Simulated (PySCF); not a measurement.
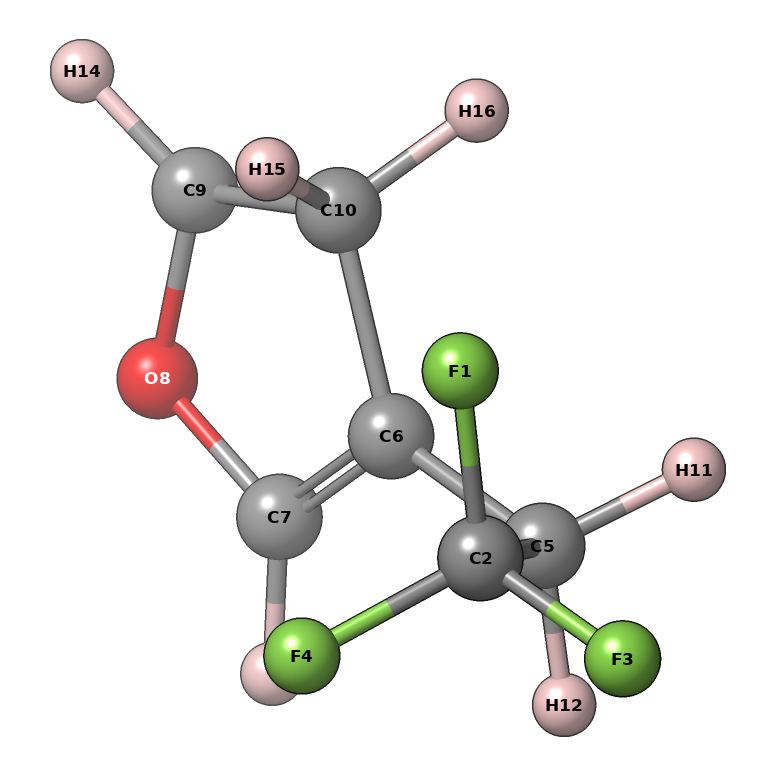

C5 lies behind C2. The molecule seen a little off the C2–C5 bond, C2 in front. Atoms fade into the background with distance from the viewer. Charge 0, doublet. Computed geometry: PBE0-D3(BJ)/def2-SVP optimisation. No frequency run is at hand to confirm it as a minimum.

What is the torsion angle F1–C2–C5–C6? The sign is positive where the front bond must turn clockwise to cover the back bond.

Answer. −61°, synclinal (gauche). The bonds about C2–C5 are staggered.
